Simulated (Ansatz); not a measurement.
Run report: C₂H₇Al, frequency calculation

- system: C₂H₇Al, SMILES [CH3][AlH][CH3]
- method: HF/STO-3G, RHF (Ansatz 0.2.0)

The geometry was optimised with HF/STO-3G. Figures and captions count atoms from 1; the log counts them from 0 in places.

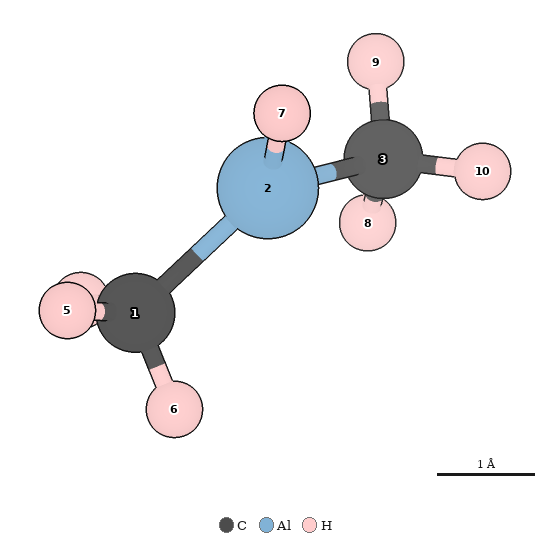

Fig. 1: The structure (ball-and-stick view, seen at a tilt; atoms are numbered from 1 in the order of the input). Sticks mark near contacts. Bond lengths as drawn: Al–C 1.90 Å, Al–H 1.48 Å and C–H 1.08 Å.

**The input**
```yaml
crystal:
  periodic: [false, false, false]
  atoms:
    - {symbol: C, position_ang: [-1.176597, 0.879951, -0.761393]}
    - {symbol: Al, position_ang: [0.517097, 0.052338, -0.525751]}
    - {symbol: C, position_ang: [0.885739, -0.920871, 1.063526]}
    - {symbol: H, position_ang: [-1.993098, 0.194707, -0.569349]}
    - {symbol: H, position_ang: [-1.320936, 1.273028, -1.759259]}
    - {symbol: H, position_ang: [-1.309469, 1.709047, -0.076413]}
    - {symbol: H, position_ang: [1.555751, 0.162439, -1.568747]}
    - {symbol: H, position_ang: [0.077349, -0.889113, 1.782219]}
    - {symbol: H, position_ang: [1.077675, -1.966175, 0.852549]}
    - {symbol: H, position_ang: [1.769688, -0.546550, 1.565618]}
basis:
  gaussian:
    orbitals: STO-3G
hamiltonian:
  xc: hf
phonons:
  temperatures: {t_min: 298.15, t_max: 298.15, t_step: 1}
```

Hardware: 1 thread of AMD EPYC (Zen 5), 16 GiB of memory available, shared host.

Command:
```bash
ansatz run input.yaml --threads 1 --pin off --max-ram 3480MiB --events-out events.jsonl --progress --plain --runs-dir runs
```

**Output**
```
Functional definition: HF
  name "HF"
  exchange = exact_x
  correlation = 0
355 factors; integrals over basis functions are off by at most 1.0e-5 eV
mean field evaluation 1: about -8650.6353 eV, gradient 1.3e1 eV
mean field evaluation 2: about -8650.6875 eV, gradient 1.3e1 eV
mean field evaluation 4: about -8651.4253 eV, gradient 6.4e-1 eV
mean field evaluation 8: about -8651.4263 eV, gradient 8.3e-6 eV
mean field -8651.42629111 eV, -317.9340520510 hartree, gradient 1.6e-5 eV, S^2 0.000000; 0 other end points of the search recorded, 0 dependent functions left out
the calculation of the forces begins
reference -8651.42629111 eV, -317.9340520510 hartree; 16, 16 occupied and 10, 10 virtual orbitals, 355 factors
these checks for a lower state are left out or cut short: stability, starts, cluster_reference, orbital_swaps, neighbouring_geometries, increment
355 factors; integrals over basis functions are off by at most 1.0e-5 eV
mean field evaluation 16: about -8651.4261 eV, gradient 2.0e-6 eV
mean field -8651.42609723 eV, -317.9340449259 hartree, gradient 2.0e-6 eV, S^2 0.000000; 0 other end points of the search recorded, 0 dependent functions left out
[... from here on the field's lines of each further geometry are left out, up to the last ...]
the calculation of the forces begins
reference -8651.42624541 eV, -317.9340503716 hartree; 16, 16 occupied and 10, 10 virtual orbitals, 355 factors
these checks for a lower state are left out or cut short: stability, starts, cluster_reference, orbital_swaps, neighbouring_geometries, increment
355 factors; integrals over basis functions are off by at most 1.0e-5 eV
mean field -8651.42624629 eV, -317.9340504037 hartree, gradient 2.0e-6 eV, S^2 0.000000; 0 other end points of the search recorded, 0 dependent functions left out
the calculation of the forces begins
reference -8651.42624629 eV, -317.9340504037 hartree; 16, 16 occupied and 10, 10 virtual orbitals, 355 factors
WARN: phonons: modes at or below zero, which the zero-point energy, F, S and C_V leave out: 1, the lowest at -22.94 cm⁻¹. A minimum has none, and a first-order saddle one
Total energy: -8651.42629111 eV, -317.9340520510 hartree
Atom 0 at    -1.176597     0.879951    -0.761393 Å, force    -0.000172     0.000222    -0.000220 eV/Å
Atom 1 at     0.517097     0.052338    -0.525751 Å, force     0.000274    -0.000205    -0.000147 eV/Å
Atom 2 at     0.885739    -0.920871     1.063526 Å, force    -0.000261    -0.000138     0.000763 eV/Å
Atom 3 at    -1.993098     0.194707    -0.569349 Å, force    -0.000153    -0.000390     0.000382 eV/Å
Atom 4 at    -1.320936     1.273028    -1.759259 Å, force    -0.000101    -0.000044    -0.000478 eV/Å
Atom 5 at    -1.309469     1.709047    -0.076413 Å, force     0.000173     0.000463     0.000208 eV/Å
Atom 6 at     1.555751     0.162439    -1.568747 Å, force     0.000033     0.000059     0.000207 eV/Å
Atom 7 at     0.077349    -0.889113     1.782219 Å, force    -0.000113    -0.000020    -0.000169 eV/Å
Atom 8 at     1.077675    -1.966175     0.852549 Å, force     0.000215     0.000085    -0.000384 eV/Å
Atom 9 at     1.769688    -0.546550     1.565618 Å, force     0.000106    -0.000032    -0.000163 eV/Å
Dipole moment:     0.034280     0.004367    -0.037139 e Å
Vibrations: -22.94 34.79 236.84 511.75 751.24 773.96 824.26 886.35 948.74 985.02 1026.46 1664.89 1665.16 1875.80 1876.25 1877.91 1879.01 2711.57 3538.21 3538.62 3711.58 3712.23 3726.27 3726.85 cm⁻¹, zero-point energy 2.633657 eV
```

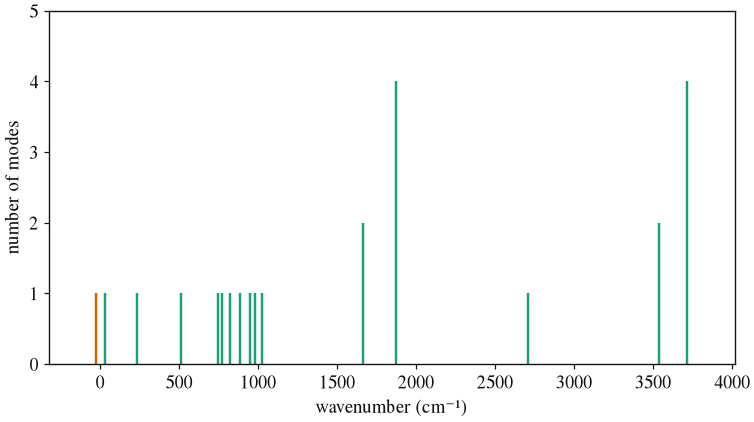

Fig. 2: Harmonic vibrational wavenumbers from the force constants; neighbouring modes closer than 17 cm⁻¹ are counted in one stick, and imaginary ones are drawn at negative wavenumbers. 24 modes from 23i to 3727 cm⁻¹, 1 imaginary beyond 8i (23i cm⁻¹): not a clean minimum; so soft a mode can be a shallow saddle, an incomplete relaxation or noise of the force constants.

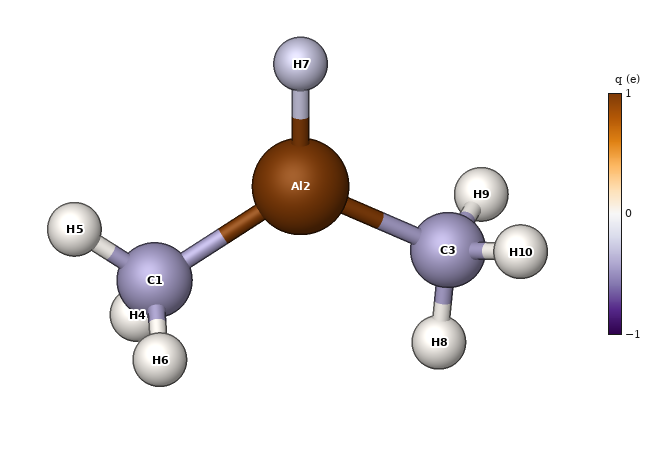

Fig. 3: Mulliken charges, as the colour of each atom (ball-and-stick view, seen at a tilt; atoms are numbered from 1 in the order of the input; Mulliken charges depend strongly on the basis). By element: C −0.44, Al +1.00 and H −0.29 to +0.03 e.

**Results in brief**

- outcome: converged
- total energy: −317.934052 hartree
- basis functions: 26
- largest force: 0.001 eV/Å
- zero-point energy: 0.096785 hartree
- dipole moment: 0.24 D
- wavenumbers, lowest and highest: 23i and 3727 cm⁻¹
- wall time: 9.6 s
- peak memory: 0.085 GiB
